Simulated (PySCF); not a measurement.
Molecule: SMILES CSCSC. Atoms near the plane z = 0.0 Å, at the GFN2-xTB optimised geometry (x, y, z in Å): C1 (1.4, -0.6, 0.0), S2 (-0.4, -0.6, 0.0), C3 (-0.7, 1.2, 0.0), H6 (1.7, -1.6, -0.2), H7 (1.7, 0.0, -0.8), H8 (1.8, -0.3, 1.0), H9 (-0.1, 1.6, 0.8), H10 (-1.8, 1.4, 0.1).

Level of theory: PBE/def2-TZVP (PySCF). Cells within 0.4 Å of a nucleus heavier than hydrogen are left out (blank, or x). The values are rescaled to run from 0 to 1.

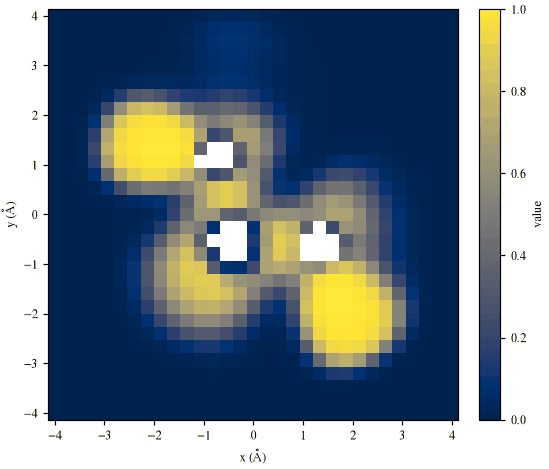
Fig. 1. a field on the plane z = 0.0 Å.

Which quantity is mapped?
A. Laplacian of the electron density
B. log10 of the electron density
C. electrostatic potential
D. electron localisation function

D, electron localisation function
